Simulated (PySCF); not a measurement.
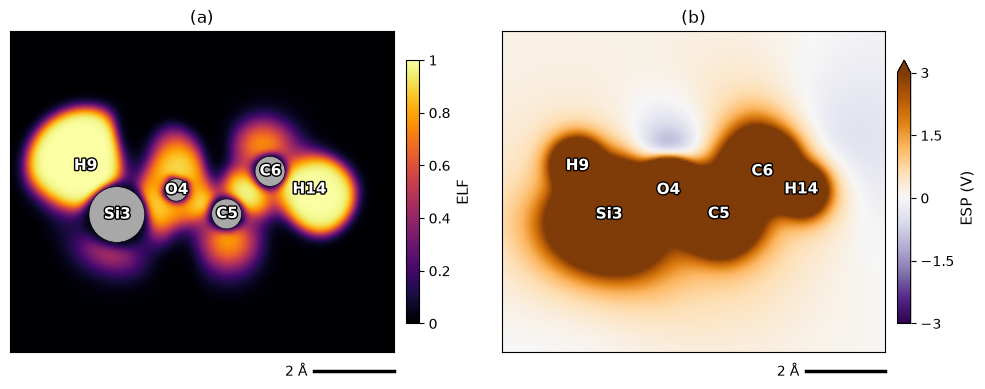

C4H8N2OSi (SMILES [H]/N=C/CCO[SiH2]C#N). (a) electron localisation function; (b) electrostatic potential on the plane of atoms O4, Si3 and H9. Grey discs cover the atomic cores in the ELF map.

Geometry: GFN2-xTB.

Theory: PySCF, PBE0/pcSseg-1, SCF density, gas phase, non-relativistic.

```yaml
atoms:
  - { symbol: N, position_ang: [4.4236, -0.2812, -0.4887] }
  - { symbol: C, position_ang: [3.4778, 0.3649, -0.4658] }
  - { symbol: Si, position_ang: [1.9081, 1.3910, -0.4158] }
  - { symbol: O, position_ang: [0.6110, 0.4448, -0.5745] }
  - { symbol: C, position_ang: [0.1450, -0.6398, 0.1788] }
  - { symbol: C, position_ang: [-1.1767, -1.1441, -0.4032] }
  - { symbol: C, position_ang: [-2.2436, -0.1045, -0.2862] }
  - { symbol: N, position_ang: [-3.3114, -0.3605, 0.3170] }
  - { symbol: H, position_ang: [1.7971, 2.1959, -1.6191] }
  - { symbol: H, position_ang: [1.9681, 2.0871, 0.8717] }
  - { symbol: H, position_ang: [0.8890, -1.4446, 0.1568] }
  - { symbol: H, position_ang: [0.0005, -0.3342, 1.2217] }
  - { symbol: H, position_ang: [-1.0237, -1.3742, -1.4602] }
  - { symbol: H, position_ang: [-1.4908, -2.0454, 0.1219] }
  - { symbol: H, position_ang: [-1.9913, 0.8571, -0.7529] }
  - { symbol: H, position_ang: [-3.9902, 0.3966, 0.3585] }
```

What does the map show?

The section cuts through Si, O, C and H sites.
C–O (1.40 Å): the ELF peaks at about 0.90 between the atoms: a shared but strongly polarised pair.
Si–O (1.61 Å): the ELF peaks at about 0.85 between the atoms (a polar covalent bond).
The ELF also peaks beside O4, away from the bonds: lone-pair regions.
Outside the dense part of the molecule the potential is most negative (−0.9 V) near O4.
